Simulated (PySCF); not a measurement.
# CHBrCl− (SMILES Cl[CH-]Br) at PBE0/STO-3G

Aim: the vertical singlet–triplet gap of CHBrCl− at PBE0/STO-3G, from 2 runs. The job is set up through a Python script.

The results are computed with PySCF 2.14.0.

6 further runs of the same task are left out: 6 set aside as unsound or not needed.

**1. The system as given**

The species is CHBrCl− (4 atoms), meant as a singlet with charge -1. SMILES: `Cl[CH-]Br`. Geometry: relaxed at GFN2-xTB.

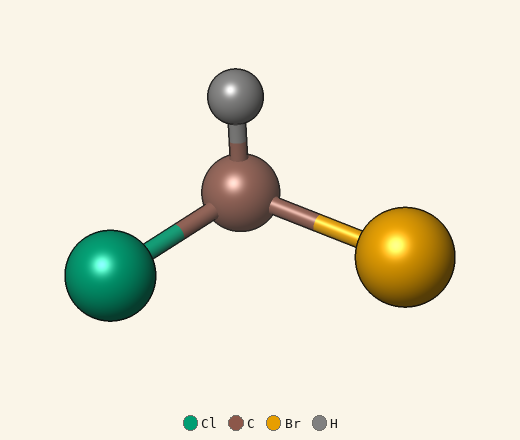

The structure, seen from a chosen angle (chlorine teal, carbon brown, bromine amber, hydrogen grey).

**2. The energy at PBE0/STO-3G**

The input, mol.xyz:

```xyz
4

Cl    -1.574350     0.290000    -0.425680
C      0.245590     0.052990    -0.494500
Br     0.722340    -1.324760     0.911050
H      0.606420     0.981770     0.009130
```

The input, run.py:

```python
# Cl[CH-]Br
from pyscf import gto, dft

mol = gto.M(
    atom='mol.xyz',
    max_memory=1860,
    basis='sto-3g',
    spin=0,
    charge=-1,
    verbose=3,
)

mf = dft.RKS(mol)
mf.xc = 'pbe0'
mf.grids.level = 5
mf.conv_tol = 1e-10
mf.kernel()
if not mf.converged:
    mf = mf.newton().run(mf.mo_coeff, mf.mo_occ)

e_final = mf.e_tot
print(f'total energy: {e_final:.8f} hartree')
```

Started as:

```console
OMP_NUM_THREADS=1 python run.py
```

What it wrote:

```text
converged SCF energy = -3038.88207894008
total energy: -3038.88207894 hartree
```

Run time: 4.2 s. Hardware: 1 thread of Arm Neoverse V1, shared host; peak memory 0.25 GiB.

**3. The triplet**

The input, input.py:

```python
from pyscf import gto, dft

system = gto.M(
    atom='Cl -1.574350 0.290000 -0.425680; C 0.245590 0.052990 -0.494500; Br 0.722340 -1.324760 0.911050; H 0.606420 0.981770 0.009130',
    spin=2,
    charge=-1,
    verbose=4,
    max_memory=1860,
    basis='sto-3g',
)

mf = dft.UKS(system)
mf.xc = 'pbe0'
mf.conv_tol = 1e-10
mf.grids.level = 5
mf.kernel()
if not mf.converged:
    mf = mf.newton().run(mf.mo_coeff, mf.mo_occ)

e_final = mf.e_tot
print('Final energy', e_final)
```

Started as:

```console
OMP_NUM_THREADS=1 python input.py
```

What it wrote:

```text
PySCF version 2.14.0

[INPUT] num. atoms = 4
[INPUT] num. electrons = 60
[INPUT] charge = -1
[INPUT] spin (= nelec alpha-beta = 2S) = 2
[INPUT] symmetry False subgroup None
[INPUT] Mole.unit = angstrom
[INPUT] Symbol           X                Y                Z      unit          X                Y                Z       unit  Magmom
[INPUT]  1 Cl    -1.574350000000   0.290000000000  -0.425680000000 AA   -2.975090324209   0.548020576124  -0.804418616705 Bohr   0.0
[INPUT]  2 C      0.245590000000   0.052990000000  -0.494500000000 AA    0.464097838932   0.100136587341  -0.934469568597 Bohr   0.0
[INPUT]  3 Br     0.722340000000  -1.324760000000   0.911050000000 AA    1.365024768818  -2.503433580779   1.721634985785 Bohr   0.0
[INPUT]  4 H      0.606420000000   0.981770000000   0.009130000000 AA    1.145967716459   1.855276417314   0.017253199517 Bohr   0.0

nuclear repulsion = 199.698115650038
number of shells = 17
number of NR pGTOs = 99
number of NR cGTOs = 33
basis = sto-3g
ecp = {}

******** <class 'pyscf.dft.uks.UKS'> ********
method = UKS
initial guess = minao
damping factor = 0
level_shift factor = 0
DIIS = <class 'pyscf.scf.diis.CDIIS'>
diis_start_cycle = 1
diis_space = 8
diis_damp = 0
SCF conv_tol = 1e-10
SCF conv_tol_grad = None
SCF max_cycles = 50
direct_scf = True
direct_scf_tol = 1e-13
number electrons alpha = 31  beta = 29
XC library pyscf.dft.libxc version 7.0.0
    S. Lehtola, C. Steigemann, M. J.T. Oliveira, and M. A.L. Marques.,  SoftwareX 7, 1–5 (2018)
XC functionals = pbe0
radial grids:
    Treutler-Ahlrichs [JCP 102, 346 (1995); DOI:10.1063/1.469408] (M4) radial grids

becke partition: Becke, JCP 88, 2547 (1988); DOI:10.1063/1.454033
pruning grids: <function nwchem_prune>
grids dens level: 5
symmetrized grids: False
atomic radii adjust function: <function treutler_atomic_radii_adjust>
small_rho_cutoff = 0
Set gradient conv threshold to 1e-05
tot grids = 154304
init E= -3035.14402860269
[... the frontier-level lines of each cycle are left out ...]


cycle= 1 E= -3038.69628671049  delta_E= -3.55  |g|= 0.151  |ddm|= 2.23


cycle= 2 E= -3038.72822289279  delta_E= -0.0319  |g|= 0.0818  |ddm|= 0.964


cycle= 3 E= -3038.7372146776  delta_E= -0.00899  |g|= 0.0375  |ddm|= 0.363


cycle= 4 E= -3038.73862590284  delta_E= -0.00141  |g|= 0.00752  |ddm|= 0.0899


cycle= 5 E= -3038.73880698831  delta_E= -0.000181  |g|= 0.00342  |ddm|= 0.0675


cycle= 6 E= -3038.73885729087  delta_E= -5.03e-05  |g|= 0.00149  |ddm|= 0.0323


cycle= 7 E= -3038.73888383005  delta_E= -2.65e-05  |g|= 0.000827  |ddm|= 0.0388


cycle= 8 E= -3038.73889227738  delta_E= -8.45e-06  |g|= 0.000182  |ddm|= 0.0302


cycle= 9 E= -3038.73889257816  delta_E= -3.01e-07  |g|= 2.79e-05  |ddm|= 0.00559


cycle= 10 E= -3038.73889258289  delta_E= -4.72e-09  |g|= 4.17e-06  |ddm|= 0.00077


cycle= 11 E= -3038.73889258294  delta_E= -5e-11  |g|= 7.09e-07  |ddm|= 9.32e-05


Extra cycle  E= -3038.73889258294  delta_E= -3.18e-12  |g|= 3.73e-07  |ddm|= 7.7e-06
converged SCF energy = -3038.73889258294  <S^2> = 2.0024612  2S+1 = 3.0016404
Final energy -3038.7388925829423
```

It took 8.1 s on 1 thread of Arm Neoverse V1, shared host; peak memory 0.26 GiB.

**4. What came out**

At PBE0/STO-3G:

| quantity | value |
| --- | --- |
| singlet: total energy | -3038.88208 Eh |
| singlet: HOMO energy | 4.90 eV |
| singlet: LUMO energy | 11.54 eV |
| singlet: HOMO–LUMO gap (to an unbound level, set by the basis) | 6.64 eV |
| triplet: total energy | -3038.73889 Eh |
| triplet: HOMO energy (highest over α and β) | 8.97 eV |
| triplet: ⟨S²⟩ | 2.002 |
| vertical energy of the triplet above the singlet | 3.896 eV |

**Reading.** At this shape the triplet lies 3.90 eV (376 kJ/mol) above the singlet. For an anion a state so high probably lies above electron detachment. In a minimal basis such a difference can be off by several eV, whatever the method. The HOMO (singlet) lies at positive energy, 4.90 eV; only total energies tell whether the electron is bound. Mulliken charges (triplet) run from -0.43 on Br3 to -0.00 on H4; they depend strongly on the basis. The HOMO (triplet) lies at positive energy, 8.97 eV; only total energies tell whether the electron is bound.
